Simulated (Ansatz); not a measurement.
# Hypothetical CsCl type NbAs: response to strain

Consider NbAs in the CsCl type structure (space group Pm-3m, No. 221; a = 3.181 Å; a hypothetical phase, not in the database extracts checked; relaxed with 0.1 eV smearing). Axes: x, y, z lie along the cube axes.

Strains are applied to the cell and any free atomic positions relax; under biaxial strain the out-of-plane vector relaxes too.

All numbers come from PBEsol (Ansatz, a program for electronic structure; PAW; 420 eV plane waves; without spin-orbit coupling).

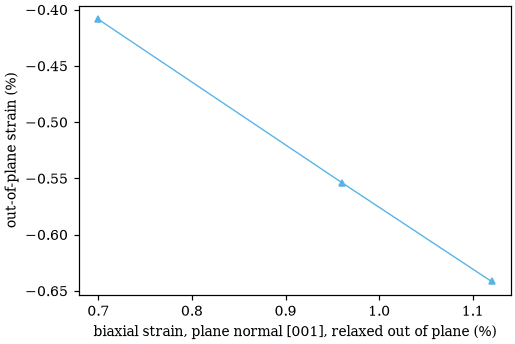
*Out-of-plane strain against biaxial strain, plane normal [001], relaxed out of plane*

Question: From the plot, what is the out-of-plane strain for biaxial strain +0.70 %, plane normal [001], relaxed out of plane?

Answer: About -0.41 %.

Question: Is the trend monotonic over the range shown?

Answer: Yes, it falls throughout, spanning -0.64 % to -0.41 %.

No phonon test of stability was made. All final runs are without spin polarisation.
